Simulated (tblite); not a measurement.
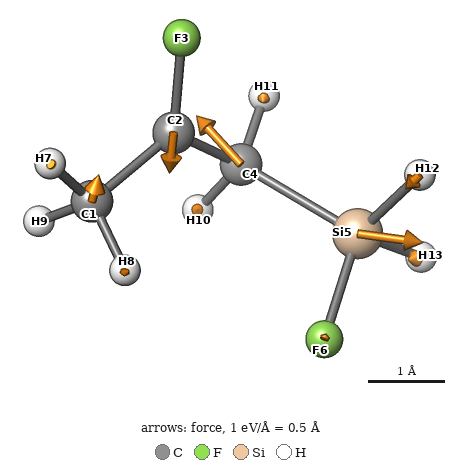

Starting geometry of C3H7F2Si (multiplicity 2) with the computed forces as orange arrows. Style: ball-and-stick. Shown at a tilt.

Level of theory: tblite, GFN2-xTB geometry optimisation, gas phase. 

### Is this structure relaxed? If not, where do the atoms go?

It isn't relaxed: the largest force vector, on C4, is 1.85 eV/Å. The final displacements have little in common with the starting forces (cosine between the two patterns 0.11). H9 moves most after the best rigid fit: 0.47 Å. Largest moves by element: H 0.47 Å, F 0.36 Å, C 0.17 Å, Si 0.06 Å. Among the contacts that change: C4–Si5 1.853 → 1.932 Å, Si5–H12 1.486 → 1.451 Å, C2–C4 1.491 → 1.469 Å, C2–F3 1.350 → 1.369 Å. Among the angles between lasting bonds that change: H12–Si5–H13 108.6° → 116.1°, C1–C2–F3 119.4° → 114.6°, C1–C2–C4 121.1° → 125.1°. The energy falls by 0.189 eV in 81 geometry steps.
